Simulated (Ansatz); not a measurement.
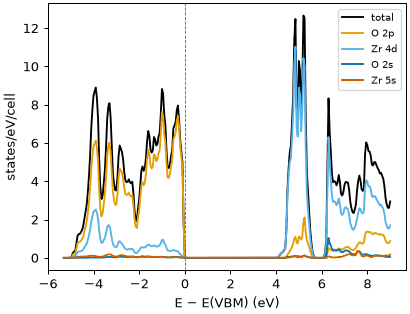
*Total and projected density of states of ZrO2 in space group P4_2/nmc (No. 137; Zr on 2a, O on 4d), PBE in the plane-wave PAW code Ansatz*

Problem. Which orbitals carry the states next to the gap?

Solution. Top 1 eV of the valence band: O 2p 91 %, Zr 4d 6 %. Bottom 1 eV of the conduction band: Zr 4d 89 %, O 2p 9 %. Projections are on Löwdin-orthogonalised atomic valence shells; empty p or d shells of many metals are not among them.

Problem. Where is the tallest occupied peak in this window, and what makes it?

Solution. Near -3.9 eV, about 8.9 states/eV per cell; the largest projected share is O 2p.

This is a known high-temperature phase of the composition, computed here at zero pressure and temperature. Symmetry was held in the PBE relaxation; whether a distortion lowers the energy is not shown. The run is not spin-polarised. Spin–orbit coupling is left out wherever it is not named.

Potentials: the later of the program's two PAW sets.
